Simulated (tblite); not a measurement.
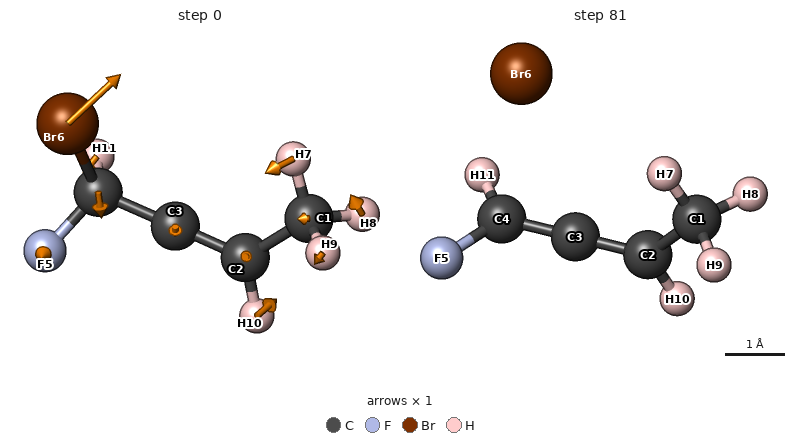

The structure of C$_{4}$H$_{5}$BrF (multiplicity 2) before (left) and after (right) a relaxation, at one scale. The orange arrows give the displacements, at their true length.

Style: ball-and-stick. Shown at a tilt.

Theory: GFN2-xTB geometry optimisation, gas phase in tblite. 

Q: Summarise the run.

A: The energy falls by 0.767 eV in 81 geometry steps. The largest move after the best rigid fit is that of Br6, 1.25 Å. Largest moves by element: Br 1.25 Å, H 0.64 Å, C 0.52 Å, F 0.47 Å. Near-neighbour distances that change, for instance: C4–Br6 1.938 → 3.041 Å, F5–Br6 2.712 → 3.609 Å, C3–Br6 2.806 → 3.279 Å, C3–C4 1.449 → 1.310 Å. Bonds break, among them: C4–Br6 (1.94 → 3.04 Å). Among the angles between lasting bonds that change: C3–C4–H11 111.6° → 125.4°, C3–C4–F5 109.2° → 122.0°, F5–C4–H11 107.9° → 112.4°. Cost: 0.45 s on 1 thread of Arm Neoverse V1, on a shared host.
